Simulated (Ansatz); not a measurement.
# BGeNH (doublet): correlated methods under varied settings at a displaced geometry (v2)

What do other methods and options give for BGeNH (doublet) at this geometry, and how long do they take?

Program: Ansatz 0.2.0, Gaussian basis. Level of theory: the settings change from run to run. These are calculated values, not measurements.

19 further runs of the same task are left out: 9 that didn't finish, 10 set aside as unsound or not needed. Runs told in other sessions of the task aren't counted.

### Step 1. What is computed

The geometry is a PBE0/def2-TZVP stationary point (not a proven minimum) with its atoms shifted at random (size 0.100 Å). No spin-orbit coupling is included. The filled d shell of Ge may be among the frozen orbitals whatever the setting's name suggests.

4 atoms, charge 0, spin multiplicity 2.

Atoms are counted from 1 here; the program's logs count them from 0.

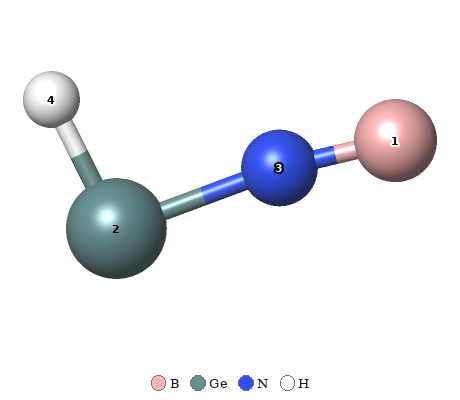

The geometry (boron pink, germanium teal, nitrogen blue, hydrogen white); atoms are numbered from 1 in the order of the file.

### Step 2. CCSD on UHF/STO-3G

in.yaml reads:

```yaml
crystal:
  periodic: [false, false, false]
  atoms:
    - {symbol: B, position_ang: [0.134238, -0.019100, -2.491786]}
    - {symbol: Ge, position_ang: [-0.030637, -0.030934, 0.597447]}
    - {symbol: N, position_ang: [0.045984, 0.069646, -1.236415]}
    - {symbol: H, position_ang: [0.129092, 1.466355, 0.851499]}
basis:
  gaussian: {orbitals: STO-3G}
magnetization: {spin_polarized: true, initial_magnetization: 1}
correlation: {method: ccsd, electrons: outside_noble_gas}
accuracy: high
```

Started as:

```
> ansatz run in.yaml --threads 1 --pin off --events-out ev --progress --plain --max-ram 2393MiB
```

Log (excerpt; [...] marks lines left out):

```text
Functional definition: HF
  name "HF"
  cite "Fock, Z. Phys. 61, 126 (1930) doi:10.1007/BF01340294"
  parent pbe
[...]
433 factors; integrals over basis functions are off by at most 3.4e-9 eV
[...]
mean field -57969.90015774 eV, -2130.3545373873 hartree, gradient 3.2e-8 eV, S^2 0.978123; 12 other end points of the search recorded, 0 dependent functions left out
determinant -57969.90015774 eV, -2130.3545373873 hartree, with singles and doubles -57974.16483112 eV, -2130.5112612434 hartree
determinant -57968.36492276 eV, -2130.2981185426 hartree, with singles and doubles -57972.46760635 eV, -2130.4488893833 hartree
determinant -57967.71537801 eV, -2130.2742482130 hartree, with singles and doubles -57972.11315033 eV, -2130.4358633649 hartree
determinant -57967.48653788 eV, -2130.2658384935 hartree, with singles and doubles -57971.15096135 eV, -2130.4005035723 hartree
determinant -57967.40989634 eV, -2130.2630219688 hartree, with singles and doubles -57972.04153763 eV, -2130.4332316468 hartree
determinant -57966.72215426 eV, -2130.2377479136 hartree, with singles and doubles -57970.07253820 eV, -2130.3608722525 hartree
determinant -57966.60034533 eV, -2130.2332715178 hartree, with singles and doubles -57970.10357054 eV, -2130.3620126698 hartree
16 core orbitals not correlated, not the lowest: weight in the atoms' cores, before any rotation towards them, 0.519 or more for the frozen orbitals, at most 0.463 for the correlated occupied ones
reference -57969.90015774 eV, -2130.3545373873 hartree; 7, 6 occupied and 6, 7 virtual orbitals, 433 factors
second order -3.48205735 eV of doubles, -0.00000000 eV of singles
cycle   1  -4.26597467 eV  change   -1.3e-3 eV  update   4.0e-3
[...]
cycle  30  -4.27314538 eV  change  -1.1e-10 eV  update  9.9e-10
WARN: the results are in doubt because among natural orbitals full CI differs from the method by -0.122 eV
Total energy: -57974.17330312 eV, -2130.5115725837 hartree
In doubt: among natural orbitals full CI differs from the method by -0.122 eV
```

Run time: 3.6 s. Hardware: 1 thread of Arm Neoverse V1, shared host.

From the report: ⟨S²⟩ of the determinant 0.978 (pure doublet: 0.75); correlation -4.2731 eV; T1 0.041; largest double amplitude 0.09. Mind the lines of doubt at the end of the log.

### Step 3. MP2 on UHF/STO-3G

in.yaml, as its differences from that of step 2:

```diff
@@ -10,3 +10,2 @@
 magnetization: {spin_polarized: true, initial_magnetization: 1}
-correlation: {method: ccsd, electrons: outside_noble_gas}
-accuracy: high
+correlation: {method: mp2, electrons: valence}
```

The command is unchanged.

Log (excerpt; [...] marks lines left out):

```text
Functional definition: HF
  name "HF"
  cite "Fock, Z. Phys. 61, 126 (1930) doi:10.1007/BF01340294"
  parent pbe
[...]
323 factors; integrals over basis functions are off by at most 5.7e-5 eV
[...]
mean field -57969.89990082 eV, -2130.3545279457 hartree, gradient 2.9e-6 eV, S^2 0.978113; 7 other end points of the search recorded, 0 dependent functions left out
11 core orbitals not correlated: weight in the atoms' cores, before any rotation towards them, 1.000 or more for the frozen orbitals, at most 0.000 for the correlated occupied ones
reference -57969.89990082 eV, -2130.3545279457 hartree; 12, 11 occupied and 6, 7 virtual orbitals, 323 factors
second order -3.52411240 eV of doubles, -0.00000000 eV of singles
Total energy: -57973.42401322 eV, -2130.4840366878 hartree
```

Run time: 1.2 s. Hardware: 1 thread of Arm Neoverse V1, shared host.

From the report: ⟨S²⟩ of the determinant 0.978 (pure doublet: 0.75).

### Step 4. NEVPT2(1,3)/6-31G

in.yaml, as its differences from that of step 3:

```diff
@@ -8,4 +8,5 @@
 basis:
-  gaussian: {orbitals: STO-3G}
-magnetization: {spin_polarized: true, initial_magnetization: 1}
-correlation: {method: mp2, electrons: valence}
+  gaussian: {orbitals: 6-31G}
+magnetization: {spin_polarized: false, initial_magnetization: 1}
+correlation: {method: sc_nevpt2, electrons: valence, active_space: {window: {electrons: 1, orbitals: 3}}}
+scf: {lower_state_search: off}
```

Same command.

Log (excerpt; [...] marks lines left out):

```text
Functional definition: HF
  name "HF"
  cite "Fock, Z. Phys. 61, 126 (1930) doi:10.1007/BF01340294"
  parent pbe
[...]
541 factors; integrals over basis functions are off by at most 4.8e-4 eV
[...]
mean field -58630.74512477 eV, -2154.6401419890 hartree, gradient 5.3e-6 eV, S^2 0.750000; 0 other end points of the search recorded, 0 dependent functions left out
reference -58630.74512477 eV, -2154.6401419890 hartree; 23, 22 occupied and 26, 27 virtual orbitals, 541 factors
state -58630.74512477 eV, -2154.6401419890 hartree
state -58630.74512477 eV, -2154.6401419890 hartree; corrected -58640.37610100 eV, -2154.9940738374 hartree
WARN: 2 active orbitals are nearly empty or full. The corrections depend on them more than the energy does, and are more stable in an active space without them
Total energy: -58640.37610100 eV, -2154.9940738374 hartree
Checks for a lower state left out: stability, starts, cluster_reference, orbital_swaps, neighbouring_geometries, increment
```

It took 1.4 s on 1 thread of Arm Neoverse V1, shared host.

From the report: 3 determinants; active occupations 1.00, 0.00, 0.00. The report marks this result as in doubt.

### Step 5. CCSD on ROHF/cc-pVDZ

in.yaml, as its differences from that of step 4:

```diff
@@ -8,5 +8,7 @@
 basis:
-  gaussian: {orbitals: 6-31G}
+  gaussian: {orbitals: cc-pVDZ, point_charges: [{charge: -1.00, position_ang: [4.787, 0.774, -0.224]}]}
 magnetization: {spin_polarized: false, initial_magnetization: 1}
-correlation: {method: sc_nevpt2, electrons: valence, active_space: {window: {electrons: 1, orbitals: 3}}}
+hamiltonian: {pseudopotentials: {relativity: none}}
+correlation: {method: ccsd, electrons: outside_noble_gas}
 scf: {lower_state_search: off}
+output: {forces: true}
```

Same command.

Log (excerpt; [...] marks lines left out):

```text
Functional definition: HF
  name "HF"
  cite "Fock, Z. Phys. 61, 126 (1930) doi:10.1007/BF01340294"
  parent pbe
[...]
640 factors; integrals over basis functions are off by at most 1.2e-3 eV
[...]
mean field -58640.05371698 eV, -2154.9822264431 hartree, gradient 5.4e-6 eV, S^2 0.750000; 0 other end points of the search recorded, 0 dependent functions left out
16 core orbitals not correlated: weight in the atoms' cores, before any rotation towards them, 0.999 or more for the frozen orbitals, at most 0.001 for the correlated occupied ones
reference -58640.05371698 eV, -2154.9822264431 hartree; 7, 6 occupied and 37, 38 virtual orbitals, 640 factors
second order -7.94549835 eV of doubles, -0.03019751 eV of singles
cycle   1  -8.12905840 eV  change   -1.5e-1 eV  update   1.0e-1
[...]
cycle  17  -8.61418171 eV  change   -3.1e-7 eV  update   1.2e-6
[...]
Total energy: -58648.66789870 eV, -2155.2987917821 hartree
Atom 0 at     0.134238    -0.019100    -2.491786 Å, force     0.114354    -0.043709    -0.707087 eV/Å
Atom 1 at    -0.030637    -0.030934     0.597447 Å, force     0.071117    -1.174422     0.382550 eV/Å
Atom 2 at     0.045984     0.069646    -1.236415 Å, force    -0.190600     0.101719     0.136638 eV/Å
Atom 3 at     0.129092     1.466355     0.851499 Å, force     0.080671     1.145769     0.154641 eV/Å
Dipole moment:     0.173845     0.039054     0.041573 e Å
Checks for a lower state left out: starts, cluster_reference, orbital_swaps, neighbouring_geometries, increment
```

It took 7 s on 1 thread of Arm Neoverse V1, shared host.

From the report: correlation -8.6142 eV; T1 0.027; largest double amplitude 0.07.

### Step 6. MP2 on UHF/cc-pVDZ

in.yaml reads:

```yaml
crystal:
  periodic: [false, false, false]
  atoms:
    - {symbol: B, position_ang: [0.134238, -0.019100, -2.491786]}
    - {symbol: Ge, position_ang: [-0.030637, -0.030934, 0.597447]}
    - {symbol: N, position_ang: [0.045984, 0.069646, -1.236415]}
    - {symbol: H, position_ang: [0.129092, 1.466355, 0.851499]}
basis:
  gaussian: {orbitals: cc-pVDZ, point_charges: [{charge: -1.00, position_ang: [3.845, -0.831, 0.944]}]}
magnetization: {spin_polarized: true, initial_magnetization: 1}
correlation: {method: mp2, electrons: outside_noble_gas}
output: {forces: true}
```

The command is unchanged.

Log (excerpt; [...] marks lines left out):

```text
Functional definition: HF
  name "HF"
  cite "Fock, Z. Phys. 61, 126 (1930) doi:10.1007/BF01340294"
  parent pbe
[...]
640 factors; integrals over basis functions are off by at most 1.2e-3 eV
[...]
mean field -58640.36467142 eV, -2154.9936538081 hartree, gradient 2.9e-6 eV, S^2 0.863072; 7 other end points of the search recorded, 0 dependent functions left out
16 core orbitals not correlated: weight in the atoms' cores, before any rotation towards them, 0.999 or more for the frozen orbitals, at most 0.002 for the correlated occupied ones
reference -58640.36467142 eV, -2154.9936538081 hartree; 7, 6 occupied and 37, 38 virtual orbitals, 640 factors
second order -7.76960938 eV of doubles, -0.00000000 eV of singles
[...]
Total energy: -58648.13428081 eV, -2155.2791816865 hartree
Atom 0 at     0.134238    -0.019100    -2.491786 Å, force     0.058156    -0.043661    -0.005175 eV/Å
Atom 1 at    -0.030637    -0.030934     0.597447 Å, force     0.039275    -1.424896     0.640885 eV/Å
Atom 2 at     0.045984     0.069646    -1.236415 Å, force    -0.063875     0.183976    -0.751649 eV/Å
Atom 3 at     0.129092     1.466355     0.851499 Å, force     0.209204     1.206634     0.130356 eV/Å
Dipole moment:     0.250970    -0.051689     0.027924 e Å
```

Run time: 6.5 s. Hardware: 1 thread of Arm Neoverse V1, shared host.

From the report: ⟨S²⟩ of the determinant 0.863 (pure doublet: 0.75).

### Step 7. CISD/cc-pVDZ

in.yaml reads:

```yaml
crystal:
  periodic: [false, false, false]
  atoms:
    - {symbol: B, position_ang: [0.134238, -0.019100, -2.491786]}
    - {symbol: Ge, position_ang: [-0.030637, -0.030934, 0.597447]}
    - {symbol: N, position_ang: [0.045984, 0.069646, -1.236415]}
    - {symbol: H, position_ang: [0.129092, 1.466355, 0.851499]}
basis:
  gaussian: {orbitals: cc-pVDZ}
magnetization: {spin_polarized: false, initial_magnetization: 1}
correlation: {active_space: {ras: {orbitals: [6, 1, 37], electrons: 13, max_holes: 2, max_particles: 2}, fixed_orbitals: true}}
accuracy: high
```

Launched as before.

Log:

```text
Functional definition: HF
  name "HF"
  cite "Fock, Z. Phys. 61, 126 (1930) doi:10.1007/BF01340294"
  parent pbe
  exchange = exact_x
  correlation = 0
1253 factors; integrals over basis functions are off by at most 4.4e-9 eV
mean field evaluation 1: about -58633.0714 eV, gradient 3.9e1 eV
mean field evaluation 2: about -58633.1309 eV, gradient 3.9e1 eV
mean field evaluation 4: about -58638.5378 eV, gradient 5.2e0 eV
mean field evaluation 8: about -58639.9179 eV, gradient 1.1e0 eV
mean field evaluation 16: about -58639.9414 eV, gradient 1.3e-3 eV
mean field evaluation 32: about -58637.7042 eV, gradient 1.5e0 eV
mean field evaluation 64: about -58638.2540 eV, gradient 1.9e-1 eV
mean field -58639.94143839 eV, -2154.9781002810 hartree, gradient 5.5e-8 eV, S^2 0.750000; 6 other end points of the search recorded, 0 dependent functions left out
reference -58639.94143839 eV, -2154.9781002810 hartree; 23, 22 occupied and 37, 38 virtual orbitals, 1253 factors
state -58647.66444605 eV, -2155.2619155777 hartree
Total energy: -58647.66444605 eV, -2155.2619155777 hartree
```

Run time: 10 s. Hardware: 1 thread of Arm Neoverse V1, shared host.

From the report: 128,582 determinants.

### Step 8. CISD/cc-pVDZ

in.yaml, as its differences from that of step 7:

```diff
@@ -10,3 +10,3 @@
 magnetization: {spin_polarized: false, initial_magnetization: 1}
+hamiltonian: {pseudopotentials: {relativity: none}}
 correlation: {active_space: {ras: {orbitals: [6, 1, 37], electrons: 13, max_holes: 2, max_particles: 2}, fixed_orbitals: true}}
-accuracy: high
```

The command is unchanged.

Log:

```text
Functional definition: HF
  name "HF"
  cite "Fock, Z. Phys. 61, 126 (1930) doi:10.1007/BF01340294"
  parent pbe
  exchange = exact_x
  correlation = 0
640 factors; integrals over basis functions are off by at most 1.2e-3 eV
mean field evaluation 1: about -58633.0730 eV, gradient 3.9e1 eV
mean field evaluation 2: about -58633.1295 eV, gradient 3.9e1 eV
mean field evaluation 4: about -58638.5388 eV, gradient 5.2e0 eV
mean field evaluation 8: about -58639.9188 eV, gradient 1.1e0 eV
mean field evaluation 16: about -58639.9413 eV, gradient 1.2e-3 eV
mean field evaluation 32: about -58638.2526 eV, gradient 1.4e-1 eV
mean field evaluation 64: about -58632.2516 eV, gradient 4.6e1 eV
mean field -58639.94125907 eV, -2154.9780936909 hartree, gradient 4.9e-6 eV, S^2 0.750000; 6 other end points of the search recorded, 0 dependent functions left out
reference -58639.94125907 eV, -2154.9780936909 hartree; 23, 22 occupied and 37, 38 virtual orbitals, 640 factors
state -58647.66426784 eV, -2155.2619090285 hartree
Total energy: -58647.66426784 eV, -2155.2619090285 hartree
```

It took 9 s on 1 thread of Arm Neoverse V1, shared host.

From the report: 128,582 determinants.

### Step 9. MP2 on ROHF/cc-pVDZ

in.yaml, as its differences from that of step 8:

```diff
@@ -10,3 +10,2 @@
 magnetization: {spin_polarized: false, initial_magnetization: 1}
-hamiltonian: {pseudopotentials: {relativity: none}}
-correlation: {active_space: {ras: {orbitals: [6, 1, 37], electrons: 13, max_holes: 2, max_particles: 2}, fixed_orbitals: true}}
+correlation: {method: mp2, electrons: outside_noble_gas}
```

The command is unchanged.

Log (excerpt; [...] marks lines left out):

```text
Functional definition: HF
  name "HF"
  cite "Fock, Z. Phys. 61, 126 (1930) doi:10.1007/BF01340294"
  parent pbe
[...]
640 factors; integrals over basis functions are off by at most 1.2e-3 eV
[...]
mean field -58639.94125907 eV, -2154.9780936909 hartree, gradient 4.9e-6 eV, S^2 0.750000; 6 other end points of the search recorded, 0 dependent functions left out
[...]
16 core orbitals not correlated: weight in the atoms' cores, before any rotation towards them, 0.999 or more for the frozen orbitals, at most 0.001 for the correlated occupied ones
reference -58639.94125907 eV, -2154.9780936909 hartree; 7, 6 occupied and 37, 38 virtual orbitals, 640 factors
second order -7.93201364 eV of doubles, -0.02998447 eV of singles
Total energy: -58647.90325718 eV, -2155.2706917248 hartree
```

It took 7.5 s on 1 thread of Arm Neoverse V1, shared host.

### Step 10. CCSD(T)/cc-pVDZ

in.yaml, as its differences from that of step 9:

```diff
@@ -10,2 +10,4 @@
 magnetization: {spin_polarized: false, initial_magnetization: 1}
-correlation: {method: mp2, electrons: outside_noble_gas}
+hamiltonian: {xc: {name: B3LYP}, pseudopotentials: {relativity: none}}
+correlation: {method: ccsd_t, electrons: valence}
+output: {forces: true}
```

The command is unchanged.

Log (excerpt; [...] marks lines left out):

```text
Functional definition: B3LYP
  name "B3LYP"
  cite "Stephens, Devlin, Chabalowski & Frisch, J. Phys. Chem. 98, 11623 (1994) doi:10.1021/j100096a001"
  cite "Becke, Phys. Rev. A 38, 3098 (1988) doi:10.1103/PhysRevA.38.3098"
  cite "Lee, Yang & Parr, Phys. Rev. B 37, 785 (1988) doi:10.1103/PhysRevB.37.785"
  cite "Vosko, Wilk & Nusair, Can. J. Phys. 58, 1200 (1980) doi:10.1139/p80-159"
[...]
640 factors; integrals over basis functions are off by at most 1.2e-3 eV
[...]
mean field -58698.51072888 eV, -2157.1304820066 hartree, gradient 3.7e-6 eV, S^2 0.750000; 4 other end points of the search recorded, 0 dependent functions left out
[...]
11 core orbitals not correlated: weight in the atoms' cores, before any rotation towards them, 1.000 or more for the frozen orbitals, at most 0.000 for the correlated occupied ones
reference -58639.23810382 eV, -2154.9522532122 hartree; 12, 11 occupied and 37, 38 virtual orbitals, 640 factors
second order -9.10774089 eV of doubles, -0.54344214 eV of singles
cycle   1  -9.16004121 eV  change    4.8e-1 eV  update   1.2e-1
[...]
cycle  19  -9.70006587 eV  change   -2.8e-7 eV  update   3.6e-7
perturbative correction -0.45406713 eV, -0.0166866594 hartree
[...]
Total energy: -58649.39223682 eV, -2155.3254107173 hartree
Atom 0 at     0.134238    -0.019100    -2.491786 Å, force     0.084410    -0.107342    -1.402931 eV/Å
Atom 1 at    -0.030637    -0.030934     0.597447 Å, force    -0.159387    -1.215390     0.426825 eV/Å
Atom 2 at     0.045984     0.069646    -1.236415 Å, force    -0.045589     0.200282     0.855895 eV/Å
Atom 3 at     0.129092     1.466355     0.851499 Å, force     0.120566     1.122449     0.120211 eV/Å
Dipole moment:     0.007322     0.010538     0.026216 e Å
```

Run time: 40 s. Hardware: 1 thread of Arm Neoverse V1, shared host; peak memory 0.28 GiB.

From the report: correlation -10.1541 eV; T1 0.021; largest double amplitude 0.07. The orbitals are Kohn-Sham ones, so correlation energy and T1 don't compare with those on Hartree-Fock orbitals.

### Step 11. All runs side by side

Where basis and cores are those of an earlier UCCSDT(Q)/cc-pVDZ run (-58648.9780 eV), and the records show the same count of frozen orbitals and kind of state, the miss against it is given; a blank cell means that this couldn't be shown. † marks a result that the program doubts.

```tsv
level	correlated	functions	energy (eV)	from UCCSDT(Q) (meV)	time
CCSD on UHF/STO-3G †	outside noble gas	29	-57974.1733		3.6 s
MP2 on UHF/STO-3G	valence	29	-57973.4240		1.2 s
NEVPT2(1,3)/6-31G †	valence	49	-58640.3761		1.4 s
CCSD on ROHF/cc-pVDZ (beside a point charge)	outside noble gas	60	-58648.6679		7 s
MP2 on UHF/cc-pVDZ (beside a point charge)	outside noble gas	60	-58648.1343		6.5 s
CISD/cc-pVDZ	outside noble gas	60	-58647.6644	1313.5	10 s
CISD/cc-pVDZ	outside noble gas	60	-58647.6643		9 s
MP2 on ROHF/cc-pVDZ	outside noble gas	60	-58647.9033	1074.7	7.5 s
CCSD(T)/cc-pVDZ (on B3LYP orbitals)	valence	60	-58649.3922		40 s
```

### Step 12. Results

| quantity | value |
| --- | --- |
| runs | 9 |
| quickest | MP2 on UHF/STO-3G, 1.2 s |
| slowest | CCSD(T)/cc-pVDZ (on B3LYP orbitals), 40 s |

Total energies in different bases, with other cores or another treatment of relativity can't be set against each other. «valence» and «outside noble gas» are the program's key words; the logs give how many orbitals each freezes, and for Ga to Kr the 3d shell needn't follow the word's plain sense. CCSD(T)/cc-pVDZ (on B3LYP orbitals) took 33 times as long as MP2 on UHF/STO-3G; the jobs differ in more than the method. Among the correlated runs with a miss given, it spans +1075 to +1314 meV.
